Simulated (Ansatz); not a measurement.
**HF/STO-3G run of [SiH3O4]− (SMILES [O-][Si](O)(O)O)**

Aim: the vertical singlet–triplet gap of [SiH3O4]− at HF/STO-3G, from 2 runs. 

The calculation is run with Ansatz 0.2.0.

13 further runs of the same task are left out: 10 that didn't finish, 3 set aside as unsound or not needed. Runs told in other sessions of the task aren't counted.

## Step 1: Starting point

[SiH3O4]− has 8 atoms, charge -1, and is taken as a singlet. SMILES: `[O-][Si](O)(O)O`. The coordinates come from a PBE0-D4/def2-TZVPD relaxation. This is one conformer, not always the lowest.

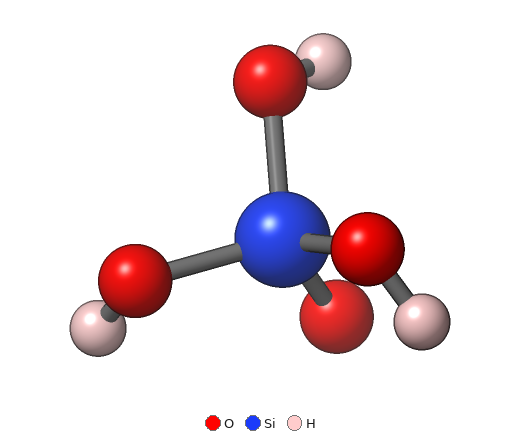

Viewed from a chosen angle; oxygen red, silicon blue, hydrogen pink.

## Step 2: The energy at HF/STO-3G

Contents of job.yaml:

```yaml
crystal:
  periodic: [false, false, false]
  atoms:
    - {symbol: O, position_ang: [-1.413500, 0.197800, 0.825000]}
    - {symbol: Si, position_ang: [-0.078000, 0.010900, 0.045600]}
    - {symbol: O, position_ang: [1.319300, 0.127500, 0.978800]}
    - {symbol: O, position_ang: [0.191900, 1.122100, -1.191000]}
    - {symbol: O, position_ang: [0.099000, -1.475100, -0.727300]}
    - {symbol: H, position_ang: [1.074100, 0.563800, 1.796600]}
    - {symbol: H, position_ang: [-0.653700, 1.525800, -1.393900]}
    - {symbol: H, position_ang: [-0.539100, -2.072800, -0.333900]}
basis:
  gaussian: {orbitals: STO-3G}
total_charge: -1
hamiltonian: {xc: hf}
accuracy: high
output: {orbitals: {seedname: orbitals}}
```

Started as:

```console
$ ansatz run job.yaml --threads 1 --pin off --max-ram 2610MiB --events-out events.jsonl --progress --plain --runs-dir runs
```

Standard output:

```text
Warning: RAYON_NUM_THREADS=1 ignored (pool sized by the plan → 1); use --threads N
Functional definition: HF
  name "HF"
  exchange = exact_x
  correlation = 0
695 factors; integrals over basis functions are off by at most 2.9e-8 eV
mean field evaluation 1: about -15847.3381 eV, gradient 3.6e1 eV
mean field evaluation 2: about -15847.4586 eV, gradient 3.6e1 eV
mean field evaluation 4: about -15852.6039 eV, gradient 3.0e0 eV
mean field evaluation 8: about -15852.6429 eV, gradient 5.6e-2 eV
mean field -15852.64292354 eV, -582.5738821328 hartree, gradient 9.9e-9 eV, S^2 0.000000; 0 other end points of the search recorded, 0 dependent functions left out
reference -15852.64292354 eV, -582.5738821328 hartree; 25, 25 occupied and 7, 7 virtual orbitals, 695 factors
Total energy: -15852.64292354 eV, -582.5738821328 hartree
```

It took 0.28 s on 1 thread of Arm Neoverse V2, shared host.

## Step 3: The triplet at the same level

Contents of input.yaml:

```yaml
crystal:
  periodic: [false, false, false]
  atoms:
    - symbol: O
      position_ang: [-1.413500, 0.197800, 0.825000]
    - symbol: Si
      position_ang: [-0.078000, 0.010900, 0.045600]
    - symbol: O
      position_ang: [1.319300, 0.127500, 0.978800]
    - symbol: O
      position_ang: [0.191900, 1.122100, -1.191000]
    - symbol: O
      position_ang: [0.099000, -1.475100, -0.727300]
    - symbol: H
      position_ang: [1.074100, 0.563800, 1.796600]
    - symbol: H
      position_ang: [-0.653700, 1.525800, -1.393900]
    - symbol: H
      position_ang: [-0.539100, -2.072800, -0.333900]
basis:
  gaussian:
    orbitals: STO-3G
total_charge: -1
magnetization:
  spin_polarized: true
  initial_magnetization: 2
hamiltonian:
  xc: hf
accuracy: high
output:
  orbitals: {seedname: orbitals}
```

Started as:

```console
$ ansatz run input.yaml --threads 1 --pin off --max-ram 2610MiB --events-out events.jsonl --progress --plain --runs-dir runs
```

Standard output:

```text
Warning: RAYON_NUM_THREADS=1 ignored (pool sized by the plan → 1); use --threads N
Functional definition: HF
  name "HF"
  exchange = exact_x
  correlation = 0
695 factors; integrals over basis functions are off by at most 2.9e-8 eV
mean field evaluation 1: about -15833.7220 eV, gradient 2.3e1 eV
mean field evaluation 2: about -15833.9553 eV, gradient 2.3e1 eV
mean field evaluation 4: about -15843.3124 eV, gradient 1.7e1 eV
mean field evaluation 8: about -15845.6822 eV, gradient 3.9e-1 eV
mean field evaluation 16: about -15845.6897 eV, gradient 1.3e-3 eV
mean field evaluation 32: about -15845.6892 eV, gradient 1.5e-2 eV
mean field evaluation 64: about -15845.6891 eV, gradient 3.4e-2 eV
mean field evaluation 96: about -15845.6171 eV, gradient 7.6e-1 eV
mean field evaluation 128: about -15845.6898 eV, gradient 1.9e-8 eV
mean field evaluation 160: about -15843.2301 eV, gradient 7.0e-1 eV
mean field evaluation 192: about -15837.9975 eV, gradient 8.0e0 eV
mean field evaluation 224: about -15837.8605 eV, gradient 1.7e1 eV
mean field evaluation 256: about -15845.6892 eV, gradient 1.5e-2 eV
mean field evaluation 288: about -15845.6891 eV, gradient 3.4e-2 eV
mean field evaluation 320: about -15845.6162 eV, gradient 7.6e-1 eV
mean field evaluation 352: about -15845.3192 eV, gradient 1.8e0 eV
mean field -15845.68975407 eV, -582.3183578678 hartree, gradient 2.7e-8 eV, S^2 2.025882; 5 other end points of the search recorded, 0 dependent functions left out
reference -15845.68975407 eV, -582.3183578678 hartree; 26, 24 occupied and 6, 8 virtual orbitals, 695 factors
Total energy: -15845.68975407 eV, -582.3183578678 hartree
```

It took 2.4 s on 1 thread of Arm Neoverse V2, shared host; peak memory 0.099 GiB.

## Step 4: Summary of results

At HF/STO-3G:

| quantity | value |
| --- | --- |
| singlet: total energy | -582.57388 Eh |
| singlet: HOMO energy | 1.43 eV |
| singlet: LUMO energy | 19.95 eV |
| singlet: HOMO–LUMO gap (to an unbound level, set by the basis) | 18.52 eV |
| triplet: total energy | -582.31836 Eh |
| triplet: HOMO energy (highest over α and β) | 10.68 eV |
| triplet: LUMO energy (lowest over α and β) | 15.78 eV |
| triplet: ⟨S²⟩ | 2.026 |
| vertical energy of the triplet above the singlet | 6.953 eV |

In words: At this shape the triplet lies 6.95 eV (160 kcal/mol) above the singlet. For an anion a state so high probably lies above electron detachment. In a minimal basis such a difference can be off by several eV, whatever the method. The HOMO (singlet) lies at positive energy, 1.43 eV: the electron is unbound at this level or held by a compact basis; values depend on the basis. The HOMO (triplet) lies at positive energy, 10.68 eV: the electron is unbound at this level or held by a compact basis; values depend on the basis.
